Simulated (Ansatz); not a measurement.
# BSi₂H (singlet): one geometry, many settings

What do other methods and options give for BSi₂H (singlet) at this geometry, and how long do they take?

Program: Ansatz 0.2.0, Gaussian basis. Level of theory: the settings change from run to run. These are calculated values, not measurements.

15 further runs of the same task are left out: 6 that didn't finish, 9 set aside as unsound or not needed.

### Step 1. The geometry

The geometry is a PBE0/def2-TZVP stationary point (not a proven minimum).

4 atoms, charge 0, spin multiplicity 1.

Atoms are counted from 1 here; the program's logs count them from 0.

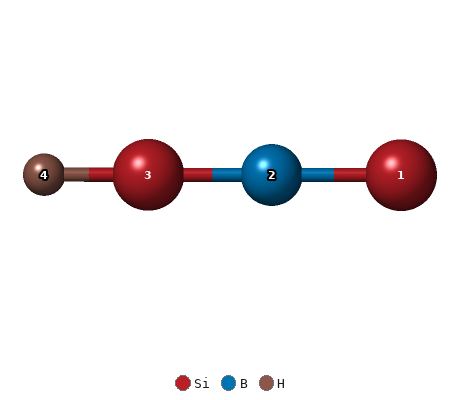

The geometry (silicon red, boron blue, hydrogen brown); atoms are numbered from 1 in the order of the file.

Coordinates:

```xyz
4

Si    0.0000    0.0000   -2.6226
B     0.0000    0.0000   -0.7861
Si    0.0000    0.0000    0.9655
H     0.0000    0.0000    2.4432
```

### Step 2. CISD/cc-pVDZ

The input, in.yaml:

```yaml
crystal:
  periodic: [false, false, false]
  atoms:
    - {symbol: Si, position_ang: [0.000000, 0.000000, -2.622600]}
    - {symbol: B, position_ang: [0.000000, 0.000000, -0.786100]}
    - {symbol: Si, position_ang: [0.000000, 0.000000, 0.965500]}
    - {symbol: H, position_ang: [0.000000, 0.000000, 2.443200]}
basis:
  gaussian: {orbitals: cc-pVDZ}
correlation: {active_space: {ras: {orbitals: [6, 0, 38], electrons: 12, max_holes: 2, max_particles: 2}, fixed_orbitals: true}}
scf: {lower_state_search: off}
```

The run is started by

```sh
$ ansatz run in.yaml --threads 1 --pin off --events-out ev --progress --plain --max-ram 2393MiB
```

Output:

```text
Functional definition: HF
  name "HF"
  cite "Fock, Z. Phys. 61, 126 (1930) doi:10.1007/BF01340294"
  parent pbe
  exchange = exact_x
  correlation = 0
these checks for a lower state are left out or cut short: stability, starts, cluster_reference, orbital_swaps, neighbouring_geometries, increment
545 factors; integrals over basis functions are off by at most 1.2e-3 eV
mean field evaluation 1: about -16404.2406 eV, gradient 2.1e1 eV
mean field evaluation 2: about -16404.3014 eV, gradient 2.1e1 eV
mean field evaluation 4: about -16406.3024 eV, gradient 3.9e0 eV
mean field evaluation 8: about -16406.4213 eV, gradient 5.1e-1 eV
mean field evaluation 16: about -16406.4235 eV, gradient 1.1e-6 eV
mean field -16406.42354707 eV, -602.9249446814 hartree, gradient 1.1e-6 eV, S^2 0.000000; 0 other end points of the search recorded, 0 dependent functions left out
reference -16406.42354707 eV, -602.9249446814 hartree; 17, 17 occupied and 38, 38 virtual orbitals, 545 factors
state -16413.41641082 eV, -603.1819276844 hartree
Total energy: -16413.41641082 eV, -603.1819276844 hartree
Checks for a lower state left out: stability, starts, cluster_reference, orbital_swaps, neighbouring_geometries, increment
```

Wall time 1.3 s (1 thread of Arm Neoverse V2, shared host).

From the report: 20,417 determinants.

### Step 3. CCSD(T) on RHF/STO-3G

Changes to in.yaml since step 2:

```diff
@@ -8,4 +8,4 @@
 basis:
-  gaussian: {orbitals: cc-pVDZ}
-correlation: {active_space: {ras: {orbitals: [6, 0, 38], electrons: 12, max_holes: 2, max_particles: 2}, fixed_orbitals: true}}
-scf: {lower_state_search: off}
+  gaussian: {orbitals: STO-3G}
+magnetization: {spin_polarized: false}
+correlation: {method: ccsd_t, electrons: outside_noble_gas}
```

The command is unchanged.

Output (excerpt; [...] marks lines left out):

```text
Functional definition: HF
  name "HF"
  cite "Fock, Z. Phys. 61, 126 (1930) doi:10.1007/BF01340294"
  parent pbe
[...]
265 factors; integrals over basis functions are off by at most 3.2e-5 eV
[...]
mean field -16213.84156814 eV, -595.8476874928 hartree, gradient 6.1e-6 eV, S^2 0.000000; 5 other end points of the search recorded, 0 dependent functions left out; unrestricted orbitals would lower it
[...]
unrestricted determinant -16215.17879613 eV, -595.8968297148 hartree, S^2 1.4015
11 core orbitals not correlated: weight in the atoms' cores, before any rotation towards them, 0.999 or more for the frozen orbitals, at most 0.000 for the correlated occupied ones
reference -16213.84156814 eV, -595.8476874928 hartree; 6, 6 occupied and 7, 7 virtual orbitals, 265 factors
second order -5.63150832 eV of doubles, -0.00000000 eV of singles
cycle   1  -4.99804390 eV  change    6.3e-1 eV  update   1.7e-1
[...]
cycle  12  -5.67068902 eV  change   -1.4e-5 eV  update   5.9e-6
perturbative correction -0.55364773 eV, -0.0203461787 hartree
WARN: the results are in doubt because among natural orbitals full CI differs from the method by -0.091 eV
Total energy: -16220.06590489 eV, -596.0764276492 hartree
In doubt: among natural orbitals full CI differs from the method by -0.091 eV
```

It took 0.97 s on 1 thread of Arm Neoverse V2, shared host.

From the report: correlation -6.2243 eV; T1 0.020; largest double amplitude 0.16. The program marks this result as in doubt; its last lines say why.

### Step 4. MP2 on RHF/cc-pVDZ

Changes to in.yaml since step 3:

```diff
@@ -8,4 +8,6 @@
 basis:
-  gaussian: {orbitals: STO-3G}
+  gaussian: {orbitals: cc-pVDZ, fitting: {mean_field: def2-universal-jkfit}}
 magnetization: {spin_polarized: false}
-correlation: {method: ccsd_t, electrons: outside_noble_gas}
+hamiltonian: {pseudopotentials: {relativity: none}}
+correlation: {method: mp2, electrons: valence}
+output: {forces: true}
```

Same command.

Output (excerpt; [...] marks lines left out):

```text
Functional definition: HF
  name "HF"
  cite "Fock, Z. Phys. 61, 126 (1930) doi:10.1007/BF01340294"
  parent pbe
[...]
349 factors; integrals over basis functions are off by at most 3.1e-1 eV
[...]
mean field -16406.42339523 eV, -602.9249391015 hartree, gradient 9.1e-7 eV, S^2 0.000000; 3 other end points of the search recorded, 0 dependent functions left out; unrestricted orbitals would lower it
11 core orbitals not correlated: weight in the atoms' cores, before any rotation towards them, 1.000 or more for the frozen orbitals, at most 0.000 for the correlated occupied ones
reference -16406.42339523 eV, -602.9249391015 hartree; 6, 6 occupied and 38, 38 virtual orbitals, 349 factors
second order -7.39217951 eV of doubles, -0.00000000 eV of singles
[...]
Total energy: -16413.81557474 eV, -603.1965966881 hartree
Atom 0 at     0.000000     0.000000    -2.622600 Å, force    -0.000000    -0.000000    -0.598865 eV/Å
Atom 1 at     0.000000     0.000000    -0.786100 Å, force    -0.000000    -0.000000    -0.968728 eV/Å
Atom 2 at     0.000000     0.000000     0.965500 Å, force     0.000000     0.000000     1.526720 eV/Å
Atom 3 at     0.000000     0.000000     2.443200 Å, force    -0.000000     0.000000     0.040873 eV/Å
Dipole moment:    -0.000000     0.000000     0.453213 e Å
```

Run time: 0.78 s. Hardware: 1 thread of Arm Neoverse V2, shared host.

### Step 5. CCSD on RHF/cc-pVDZ

Changes to in.yaml since step 4:

```diff
@@ -8,6 +8,4 @@
 basis:
-  gaussian: {orbitals: cc-pVDZ, fitting: {mean_field: def2-universal-jkfit}}
+  gaussian: {orbitals: cc-pVDZ}
 magnetization: {spin_polarized: false}
-hamiltonian: {pseudopotentials: {relativity: none}}
-correlation: {method: mp2, electrons: valence}
-output: {forces: true}
+correlation: {method: ccsd, electrons: all}
```

Same command.

Output (excerpt; [...] marks lines left out):

```text
Functional definition: HF
  name "HF"
  cite "Fock, Z. Phys. 61, 126 (1930) doi:10.1007/BF01340294"
  parent pbe
[...]
545 factors; integrals over basis functions are off by at most 1.2e-3 eV
[...]
mean field -16406.42354707 eV, -602.9249446814 hartree, gradient 1.1e-6 eV, S^2 0.000000; 5 other end points of the search recorded, 0 dependent functions left out; unrestricted orbitals would lower it
reference -16406.42354707 eV, -602.9249446814 hartree; 17, 17 occupied and 38, 38 virtual orbitals, 545 factors
second order -7.81226517 eV of doubles, -0.00000000 eV of singles
cycle   1  -7.86542294 eV  change   -5.3e-2 eV  update   1.4e-1
[...]
cycle  11  -8.41493989 eV  change    3.8e-6 eV  update   1.8e-5
WARN: the results are in doubt because among natural orbitals full CI differs from the method by -0.159 eV
Total energy: -16414.83848696 eV, -603.2341880185 hartree
In doubt: among natural orbitals full CI differs from the method by -0.159 eV
```

Wall time 2 s (1 thread of Arm Neoverse V2, shared host).

From the report: correlation -8.4149 eV; T1 0.016; largest double amplitude 0.13. Mind the lines of doubt at the end of the log.

### Step 6. MP2 on UHF/cc-pVDZ

Changes to in.yaml since step 5:

```diff
@@ -9,3 +9,4 @@
   gaussian: {orbitals: cc-pVDZ}
-magnetization: {spin_polarized: false}
-correlation: {method: ccsd, electrons: all}
+magnetization: {spin_polarized: true, initial_magnetization: 0}
+correlation: {method: mp2, electrons: outside_noble_gas}
+output: {forces: true}
```

Launched as before.

Output (excerpt; [...] marks lines left out):

```text
Functional definition: HF
  name "HF"
  cite "Fock, Z. Phys. 61, 126 (1930) doi:10.1007/BF01340294"
  parent pbe
[...]
545 factors; integrals over basis functions are off by at most 1.2e-3 eV
[...]
mean field -16407.21944851 eV, -602.9541935199 hartree, gradient 2.0e-6 eV, S^2 1.310069; 21 other end points of the search recorded, 0 dependent functions left out
11 core orbitals not correlated: weight in the atoms' cores, before any rotation towards them, 1.000 or more for the frozen orbitals, at most 0.000 for the correlated occupied ones
reference -16407.21944851 eV, -602.9541935199 hartree; 6, 6 occupied and 38, 38 virtual orbitals, 545 factors
second order -5.74751303 eV of doubles, -0.00000000 eV of singles
[...]
Total energy: -16412.96696154 eV, -603.1654107281 hartree
Atom 0 at     0.000000     0.000000    -2.622600 Å, force    -0.000000     0.000000    -1.010975 eV/Å
Atom 1 at     0.000000     0.000000    -0.786100 Å, force     0.000000    -0.000000    -0.056200 eV/Å
Atom 2 at     0.000000     0.000000     0.965500 Å, force     0.000000    -0.000000     1.094593 eV/Å
Atom 3 at     0.000000     0.000000     2.443200 Å, force    -0.000000     0.000000    -0.027418 eV/Å
Dipole moment:     0.000000     0.000000     0.470870 e Å
```

Run time: 4.7 s. Hardware: 1 thread of Arm Neoverse V2, shared host.

From the report: ⟨S²⟩ of the determinant 1.310 (pure singlet: 0.00). The determinant is far from a pure spin state, so its energy mixes those of several spin states (harmless only where they are near-degenerate, as at dissociation).

### Step 7. BCCD on RHF/cc-pVDZ

Changes to in.yaml since step 6:

```diff
@@ -9,4 +9,6 @@
   gaussian: {orbitals: cc-pVDZ}
-magnetization: {spin_polarized: true, initial_magnetization: 0}
-correlation: {method: mp2, electrons: outside_noble_gas}
+magnetization: {spin_polarized: false}
+correlation: {method: bccd, electrons: outside_noble_gas}
+accuracy: high
+scf: {lower_state_search: off}
 output: {forces: true}
```

Same command.

Output (excerpt; [...] marks lines left out):

```text
Functional definition: HF
  name "HF"
  cite "Fock, Z. Phys. 61, 126 (1930) doi:10.1007/BF01340294"
  parent pbe
[...]
1086 factors; integrals over basis functions are off by at most 3.9e-9 eV
[...]
mean field -16406.42357244 eV, -602.9249456140 hartree, gradient 7.6e-9 eV, S^2 0.000000; 0 other end points of the search recorded, 0 dependent functions left out; unrestricted orbitals would lower it
11 core orbitals not correlated: weight in the atoms' cores, before any rotation towards them, 1.000 or more for the frozen orbitals, at most 0.000 for the correlated occupied ones
reference -16406.42357244 eV, -602.9249456140 hartree; 6, 6 occupied and 38, 38 virtual orbitals, 1086 factors
second order -7.39381726 eV of doubles, -0.00000000 eV of singles
cycle   1  -7.49714503 eV  change   -1.0e-1 eV  update   1.4e-1
[...]
cycle  28  -7.99412290 eV  change  -2.7e-10 eV  update  7.6e-10
[...]
Total energy: -16414.41769534 eV, -603.2187242120 hartree
Atom 0 at     0.000000     0.000000    -2.622600 Å, force    -0.000000    -0.000000    -0.459872 eV/Å
Atom 1 at     0.000000     0.000000    -0.786100 Å, force     0.000000     0.000000    -0.370861 eV/Å
Atom 2 at     0.000000     0.000000     0.965500 Å, force    -0.000000    -0.000000     0.745489 eV/Å
Atom 3 at     0.000000     0.000000     2.443200 Å, force     0.000000     0.000000     0.085244 eV/Å
Dipole moment:     0.000000     0.000000     0.314440 e Å
Checks for a lower state left out: starts, cluster_reference, orbital_swaps, neighbouring_geometries, increment
```

Wall time 6.5 s (1 thread of Arm Neoverse V2, shared host).

From the report: correlation -7.9941 eV; largest double amplitude 0.13.

### Step 8. MP2 on UHF/cc-pVDZ

The input, in.yaml:

```yaml
crystal:
  periodic: [false, false, false]
  atoms:
    - {symbol: Si, position_ang: [0.000000, 0.000000, -2.622600]}
    - {symbol: B, position_ang: [0.000000, 0.000000, -0.786100]}
    - {symbol: Si, position_ang: [0.000000, 0.000000, 0.965500]}
    - {symbol: H, position_ang: [0.000000, 0.000000, 2.443200]}
basis:
  gaussian: {orbitals: cc-pVDZ, point_charges: [{charge: -0.50, position_ang: [2.963, -0.073, -0.723]}]}
magnetization: {spin_polarized: true, initial_magnetization: 0}
hamiltonian: {pseudopotentials: {relativity: scalar}}
correlation: {method: mp2, electrons: outside_noble_gas}
```

Launched as before.

Output (excerpt; [...] marks lines left out):

```text
Functional definition: HF
  name "HF"
  cite "Fock, Z. Phys. 61, 126 (1930) doi:10.1007/BF01340294"
  parent pbe
[...]
545 factors; integrals over basis functions are off by at most 1.2e-3 eV
[...]
mean field -16436.92891369 eV, -604.0459962274 hartree, gradient 4.2e-6 eV, S^2 1.394824; 20 other end points of the search recorded, 0 dependent functions left out
11 core orbitals not correlated: weight in the atoms' cores, before any rotation towards them, 1.000 or more for the frozen orbitals, at most 0.000 for the correlated occupied ones
reference -16436.92891369 eV, -604.0459962274 hartree; 6, 6 occupied and 38, 38 virtual orbitals, 545 factors
second order -5.69055610 eV of doubles, -0.00000000 eV of singles
Total energy: -16442.61946979 eV, -604.2551203069 hartree
Relativity: scalar
```

It took 6.5 s on 1 thread of Arm Neoverse V2, shared host.

From the report: ⟨S²⟩ of the determinant 1.395 (pure singlet: 0.00). The determinant is far from a pure spin state, so its energy mixes those of several spin states (harmless only where they are near-degenerate, as at dissociation).

### Step 9. CCSD(T)/def2-SVPD

The input, in.yaml:

```yaml
crystal:
  periodic: [false, false, false]
  atoms:
    - {symbol: Si, position_ang: [0.000000, 0.000000, -2.622600]}
    - {symbol: B, position_ang: [0.000000, 0.000000, -0.786100]}
    - {symbol: Si, position_ang: [0.000000, 0.000000, 0.965500]}
    - {symbol: H, position_ang: [0.000000, 0.000000, 2.443200]}
basis:
  gaussian: {orbitals: def2-SVPD}
magnetization: {spin_polarized: false}
hamiltonian: {xc: {name: r2SCAN}, pseudopotentials: {relativity: none}}
correlation: {method: ccsd_t, electrons: outside_noble_gas}
output: {forces: true}
```

Same command.

Output (excerpt; [...] marks lines left out):

```text
Functional definition: r2SCAN
  name "r2SCAN"
  cite "Furness, Kaplan, Ning, Perdew & Sun, J. Phys. Chem. Lett. 11, 8208 (2020) doi:10.1021/acs.jpclett.0c02405"
  cite "Furness, Kaplan, Ning, Perdew & Sun, J. Phys. Chem. Lett. 11, 9248 (2020) doi:10.1021/acs.jpclett.0c03077"
  parent r2scan
[...]
738 factors; integrals over basis functions are off by at most 1.0e-3 eV
[...]
mean field -16435.18713003 eV, -603.9819868588 hartree, gradient 1.5e-6 eV, S^2 0.000000; 0 other end points of the search recorded, 0 dependent functions left out; unrestricted orbitals would lower it
unrestricted determinant -16401.64377876 eV, -602.7492914359 hartree, S^2 1.2989
11 core orbitals not correlated: weight in the atoms' cores, before any rotation towards them, 1.000 or more for the frozen orbitals, at most 0.000 for the correlated occupied ones
reference -16400.28341844 eV, -602.6992991161 hartree; 6, 6 occupied and 59, 59 virtual orbitals, 738 factors
second order -8.38612206 eV of doubles, -0.35440695 eV of singles
cycle   1  -7.97360560 eV  change    7.6e-1 eV  update   1.9e-1
[...]
cycle  13  -8.68286667 eV  change    6.9e-6 eV  update   2.5e-6
perturbative correction -0.77375470 eV, -0.0284349609 hartree
[...]
Total energy: -16409.74003981 eV, -603.0468235418 hartree
Atom 0 at     0.000000     0.000000    -2.622600 Å, force    -0.000000     0.000000    -0.553216 eV/Å
Atom 1 at     0.000000     0.000000    -0.786100 Å, force     0.000000    -0.000000    -0.607945 eV/Å
Atom 2 at     0.000000     0.000000     0.965500 Å, force    -0.000000    -0.000000     1.102785 eV/Å
Atom 3 at     0.000000     0.000000     2.443200 Å, force    -0.000000     0.000000     0.058376 eV/Å
Dipole moment:    -0.000000    -0.000000     0.379842 e Å
```

Run time: 15 s. Hardware: 1 thread of Arm Neoverse V2, shared host.

From the report: correlation -9.4566 eV; T1 0.018; largest double amplitude 0.12. The orbitals are Kohn-Sham ones, so correlation energy and T1 don't compare with those on Hartree-Fock orbitals.

### Step 10. BCCD(T) on RHF/def2-mTZVP

Changes to in.yaml since step 9:

```diff
@@ -8,6 +8,5 @@
 basis:
-  gaussian: {orbitals: def2-SVPD}
+  gaussian: {orbitals: def2-mTZVP}
 magnetization: {spin_polarized: false}
-hamiltonian: {xc: {name: r2SCAN}, pseudopotentials: {relativity: none}}
-correlation: {method: ccsd_t, electrons: outside_noble_gas}
+correlation: {method: bccd_t, electrons: outside_noble_gas}
 output: {forces: true}
```

Same command.

Output (excerpt; [...] marks lines left out):

```text
Functional definition: HF
  name "HF"
  cite "Fock, Z. Phys. 61, 126 (1930) doi:10.1007/BF01340294"
  parent pbe
[...]
576 factors; integrals over basis functions are off by at most 1.2e-3 eV
[...]
mean field -16406.57566159 eV, -602.9305347871 hartree, gradient 2.5e-6 eV, S^2 0.000000; 5 other end points of the search recorded, 0 dependent functions left out; unrestricted orbitals would lower it
11 core orbitals not correlated: weight in the atoms' cores, before any rotation towards them, 1.000 or more for the frozen orbitals, at most 0.000 for the correlated occupied ones
reference -16406.57566159 eV, -602.9305347871 hartree; 6, 6 occupied and 49, 49 virtual orbitals, 576 factors
second order -6.82578610 eV of doubles, -0.00000000 eV of singles
cycle   1  -6.89924734 eV  change   -7.3e-2 eV  update   1.4e-1
[...]
cycle  15  -7.38873590 eV  change   -5.5e-7 eV  update   4.0e-7
perturbative correction -0.68978517 eV, -0.0253491374 hartree
[...]
Total energy: -16414.65418266 eV, -603.2274149606 hartree
Atom 0 at     0.000000     0.000000    -2.622600 Å, force     0.000000     0.000000    -0.121579 eV/Å
Atom 1 at     0.000000     0.000000    -0.786100 Å, force     0.000000     0.000000    -0.520963 eV/Å
Atom 2 at     0.000000     0.000000     0.965500 Å, force     0.000000     0.000000     0.511471 eV/Å
Atom 3 at     0.000000     0.000000     2.443200 Å, force     0.000000    -0.000000     0.131072 eV/Å
Dipole moment:     0.000000    -0.000000     0.381319 e Å
```

It took 5.5 s on 1 thread of Arm Neoverse V2, shared host.

From the report: correlation -8.0785 eV; largest double amplitude 0.13.

### Step 11. All runs side by side

 † marks a result that the program doubts.

| level | correlated | functions | energy (eV) | time |
| --- | --- | --- | --- | --- |
| CISD/cc-pVDZ | outside noble gas | 55 | -16413.4164 | 1.3 s |
| CCSD(T) on RHF/STO-3G † | outside noble gas | 24 | -16220.0659 | 0.97 s |
| MP2 on RHF/cc-pVDZ | valence | 55 | -16413.8156 | 0.78 s |
| CCSD on RHF/cc-pVDZ † | all | 55 | -16414.8385 | 2 s |
| MP2 on UHF/cc-pVDZ | outside noble gas | 55 | -16412.9670 | 4.7 s |
| BCCD on RHF/cc-pVDZ | outside noble gas | 55 | -16414.4177 | 6.5 s |
| MP2 on UHF/cc-pVDZ (beside a point charge, relativity set) | outside noble gas | 55 | -16442.6195 | 6.5 s |
| CCSD(T)/def2-SVPD (on r2SCAN orbitals) | outside noble gas | 76 | -16409.7400 | 15 s |
| BCCD(T) on RHF/def2-mTZVP | outside noble gas | 66 | -16414.6542 | 5.5 s |

### Step 12. What came out

| quantity | value |
| --- | --- |
| runs | 9 |
| quickest | MP2 on RHF/cc-pVDZ, 0.78 s |
| slowest | CCSD(T)/def2-SVPD (on r2SCAN orbitals), 15 s |

What this shows: Total energies in different bases, with other cores or another treatment of relativity can't be set against each other. CCSD(T)/def2-SVPD (on r2SCAN orbitals) took 19 times as long as MP2 on RHF/cc-pVDZ; the jobs differ in more than the method.
